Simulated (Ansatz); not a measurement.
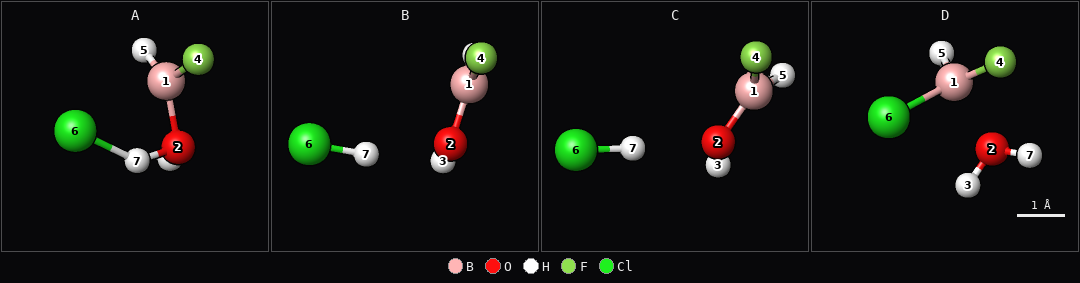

4 geometries from a converged minimum-energy path of BH₃OClF, shuffled. Style: ball-and-stick. Shown from a free direction.

Theory: Ansatz, RHF/cc-pVDZ. Settings: 7 movable images; climbing image; force threshold 0.03 eV/Å; iteration limit 60; starting path through a guess of the saddle point.

### Which frame is the top of the path?

A. In order along the path, whose images run from 0 to 8: C (image 1, +1.1 kJ/mol), B (image 2, +3.9 kJ/mol), A (image 5, +152.3 kJ/mol), D (image 8, +47.7 kJ/mol). Breaking: B1–O2 (1.35 → 1.48 at the top → 1.80 Å), Cl6–H7 (1.28 → 1.66 at the top → 3.34 Å). Forming: B1–Cl6 (4.51 → 2.49 at the top → 1.83 Å), O2–H7 (2.17 → 1.11 at the top → 0.95 Å).

Limits of the set-up: Hartree-Fock leaves out electron correlation.
